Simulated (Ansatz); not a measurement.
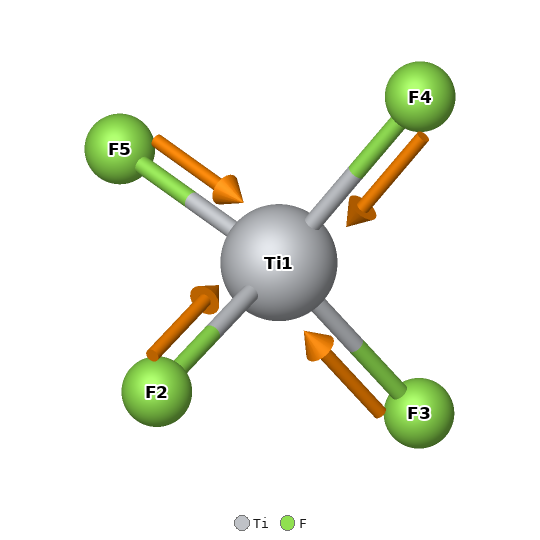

The arrows show one normal mode. The species is neutral and a spin singlet. Harmonic vibrations computed with RKS PBE0-D4/def2-TZVP (Ansatz 0.2.0) at a stationary point of the same level.

Question: What kind of motion is it?

Answer: Mostly in-phase stretching of 4 Ti–F bonds.

Question: Estimate its harmonic wavenumber.

Answer: 729 cm⁻¹; it is mode 6 of 9 counted from the lowest.
